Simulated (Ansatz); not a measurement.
**Si2H6O2 (SMILES O[SiH2][SiH2]O): CCSD/6-31G(d) (spherical functions)**

Aim: the vertical ionisation energy of Si2H6O2 at CCSD/6-31G* (spherical functions), from 2 runs. 

Program for the calculation: Ansatz 0.2.0.

48 further runs of the same task are left out: 48 set aside as unsound or not needed. Runs told in other sessions of the task aren't counted.

### 1 Starting point

The species is Si2H6O2 (10 atoms), meant as a singlet with charge 0. As SMILES, `O[SiH2][SiH2]O`. The shape is that of a PBE0-D4/def2-TZVP optimisation. This is one conformer, not always the lowest.

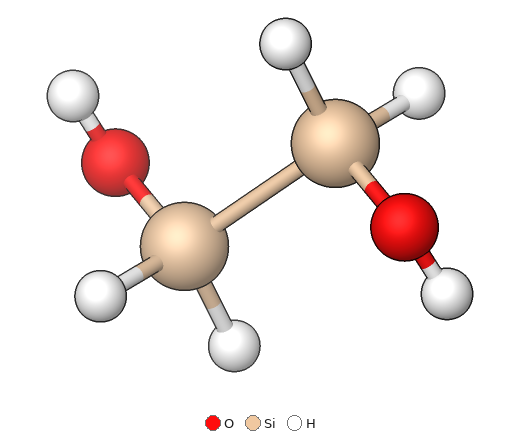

The structure, seen from a chosen angle (oxygen red, silicon light orange, hydrogen white).

### 2 A single-point energy at CCSD/6-31G(d) (spherical functions)

Contents of run.yaml:

```yaml
crystal:
  periodic: [false, false, false]
  atoms:
    - {symbol: O, position_ang: [-1.023300, 1.887700, 1.029000]}
    - {symbol: Si, position_ang: [0.114300, 0.686000, 0.959700]}
    - {symbol: Si, position_ang: [-0.148600, -0.673600, -0.947700]}
    - {symbol: O, position_ang: [0.987200, -1.877000, -1.014900]}
    - {symbol: H, position_ang: [-1.013300, 2.545500, 0.332800]}
    - {symbol: H, position_ang: [-0.079100, -0.112900, 2.199100]}
    - {symbol: H, position_ang: [1.498300, 1.246700, 0.986300]}
    - {symbol: H, position_ang: [-1.533500, -1.232000, -0.975500]}
    - {symbol: H, position_ang: [0.047500, 0.124300, -2.187300]}
    - {symbol: H, position_ang: [0.975700, -2.534100, -0.318000]}
basis:
  gaussian: {orbitals: 6-31G_st_-spherical.json}
correlation: {method: ccsd, frozen_orbitals: {H: 0, O: 1, Si: 5}}
accuracy: high
scf: {omitted_lower_state_checks: [cluster_reference, increment]}
```

The basis set 6-31G* is read from a file made from the Basis Set Exchange's data (not shown).

Started as:

```sh
$ ansatz run run.yaml --threads 1 --pin off --max-ram 2610MiB --events-out events.jsonl --progress --plain --runs-dir runs
```

Output, shortened:

```text
Warning: RAYON_NUM_THREADS=1 ignored (pool sized by the plan → 1); use --threads N
Functional definition: HF
  name "HF"
[...]
1719 factors; integrals over basis functions are off by at most 8.4e-9 eV
[...]
mean field -19894.35776890 eV, -731.1041631269 hartree, gradient 4.4e-8 eV, S^2 0.000000; 0 other end points of the search recorded, 0 dependent functions left out
12 core orbitals not correlated: weight in the atoms' cores, before any rotation towards them, 1.000 or more for the frozen orbitals, at most 0.000 for the correlated occupied ones
reference -19894.35776890 eV, -731.1041631269 hartree; 13, 13 occupied and 51, 51 virtual orbitals, 1719 factors
second order -13.94627368 eV of doubles, -0.00000000 eV of singles
cycle   1  -14.51980076 eV  change   -5.7e-1 eV  update   9.5e-2
[...]
cycle  20  -15.03928445 eV  change  -9.9e-10 eV  update   2.9e-9
Total energy: -19909.39705335 eV, -731.6568466364 hartree
Checks for a lower state left out: cluster_reference, increment
```

Wall time 9.9 s (1 thread of Arm Neoverse V1, shared host); peak memory 0.33 GiB.

### 3 The doublet cation at the same level

Contents of run.yaml:

```yaml
crystal:
  periodic: [false, false, false]
  atoms:
    - symbol: O
      position_ang: [-1.023300, 1.887700, 1.029000]
    - symbol: Si
      position_ang: [0.114300, 0.686000, 0.959700]
    - symbol: Si
      position_ang: [-0.148600, -0.673600, -0.947700]
    - symbol: O
      position_ang: [0.987200, -1.877000, -1.014900]
    - symbol: H
      position_ang: [-1.013300, 2.545500, 0.332800]
    - symbol: H
      position_ang: [-0.079100, -0.112900, 2.199100]
    - symbol: H
      position_ang: [1.498300, 1.246700, 0.986300]
    - symbol: H
      position_ang: [-1.533500, -1.232000, -0.975500]
    - symbol: H
      position_ang: [0.047500, 0.124300, -2.187300]
    - symbol: H
      position_ang: [0.975700, -2.534100, -0.318000]
basis:
  gaussian: {orbitals: 6-31G_st_-spherical.json}
total_charge: 1
magnetization: {spin_polarized: true, initial_magnetization: 1}
correlation: {method: ccsd, frozen_orbitals: {H: 0, O: 1, Si: 5}}
accuracy: high
scf: {omitted_lower_state_checks: [cluster_reference, increment]}
```

The basis set 6-31G* is read from a file made from the Basis Set Exchange's data (not shown).

Started as:

```sh
$ ansatz run run.yaml --threads 1 --pin off --max-ram 2610MiB --events-out events.jsonl --progress --plain --runs-dir runs
```

Output, shortened:

```text
Warning: RAYON_NUM_THREADS=1 ignored (pool sized by the plan → 1); use --threads N
[... 2 set-up lines as earlier in the session ...]
[...]
1719 factors; integrals over basis functions are off by at most 8.4e-9 eV
[...]
mean field -19885.00491375 eV, -730.7604520399 hartree, gradient 1.9e-8 eV, S^2 0.766162; 1 other end points of the search recorded, 0 dependent functions left out
12 core orbitals not correlated: weight in the atoms' cores, before any rotation towards them, 1.000 or more for the frozen orbitals, at most 0.000 for the correlated occupied ones
reference -19885.00491375 eV, -730.7604520399 hartree; 13, 12 occupied and 51, 52 virtual orbitals, 1719 factors
second order -13.97366874 eV of doubles, -0.00000000 eV of singles
cycle   1  -14.39388202 eV  change   -4.2e-1 eV  update   1.2e-1
[...]
cycle  29  -15.04446786 eV  change   -2.3e-9 eV  update   2.1e-9
Total energy: -19900.04938161 eV, -731.3133260361 hartree
Checks for a lower state left out: cluster_reference, increment
```

It took 38 s on 1 thread of Arm Neoverse V1, shared host; peak memory 0.59 GiB.

### 4 Outcome

At CCSD/6-31G* (spherical functions), 12 core orbitals frozen:

| quantity | value |
| --- | --- |
| singlet Si2H6O2: total energy | -731.65685 Eh |
| singlet Si2H6O2: correlation energy (12 core orbitals frozen) | -552.7 mEh |
| singlet Si2H6O2: T1 diagnostic | 0.012 |
| doublet cation: total energy | -731.31333 Eh |
| doublet cation: correlation energy (12 core orbitals frozen) | -552.9 mEh |
| doublet cation: ⟨S²⟩ of the reference determinant | 0.766 |
| doublet cation: T1 diagnostic | 0.024 |
| vertical ionisation energy (to the doublet cation) | 9.348 eV |

Removing an electron at fixed nuclei costs 9.35 eV (902 kJ/mol).
